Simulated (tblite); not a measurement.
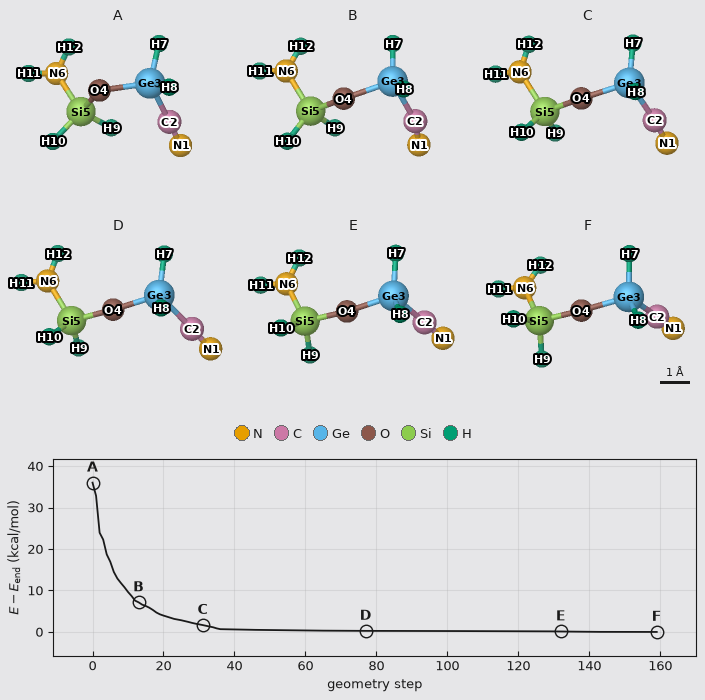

Frames of a relaxation of CH6GeN2OSi (charge +1, multiplicity 2), marked on the history of the run. A ball-and-stick model, seen at a tilt.

Level of theory: tblite, GFN2-xTB geometry optimisation, gas phase. 

> Describe the path.

After 159 geometry steps the energy has fallen by 36.0 kcal/mol. The largest move after the best rigid fit is that of H9, 1.62 Å. Largest moves by element: H 1.62 Å, N 1.28 Å, C 0.83 Å, O 0.80 Å, Si 0.48 Å, Ge 0.36 Å. Some distances before and after: O4–Si5 1.725 → 1.605 Å, Si5–N6 1.803 → 1.715 Å, Ge3–H8 1.558 → 1.495 Å, Ge3–H7 1.546 → 1.500 Å. Bond angles that change, for instance: Ge3–O4–Si5 107.1° → 173.2°, Si5–N6–H11 104.7° → 123.3°, Si5–N6–H12 108.4° → 125.1°. From step 0 to 13: O4 moves most (0.53 Å), energy −28.9 kcal/mol. From step 13 to 31: H9 moves most (0.57 Å), energy −5.47 kcal/mol. From step 31 to 77: N1 moves most (0.51 Å), energy −1.41 kcal/mol. From step 77 to 132: N1 moves most (0.49 Å), energy −0.14 kcal/mol. From step 132 to 159: N1 moves most (0.47 Å), energy −0.11 kcal/mol.

| step | E − E(0), kcal/mol |
| --- | --- |
| 0 | 0.00 |
| 1 | -3.18 |
| 2 | -12.08 |
| 3 | -13.73 |
| 4 | -17.31 |
| 5 | -19.07 |
| 6 | -21.54 |
| 7 | -23.12 |
| 8 | -24.21 |
| 9 | -25.24 |
| 10 | -26.37 |
| 18 | -31.33 |
| 26 | -33.39 |
| 34 | -34.89 |
| 41 | -35.44 |
| 49 | -35.54 |
| 57 | -35.64 |
| 65 | -35.70 |
| 73 | -35.74 |
| 81 | -35.76 |
| 88 | -35.76 |
| 96 | -35.77 |
| 104 | -35.80 |
| 112 | -35.83 |
| 120 | -35.84 |
| 128 | -35.86 |
| 135 | -35.93 |
| 143 | -36.00 |
| 151 | -36.01 |
| 159 | -36.01 |
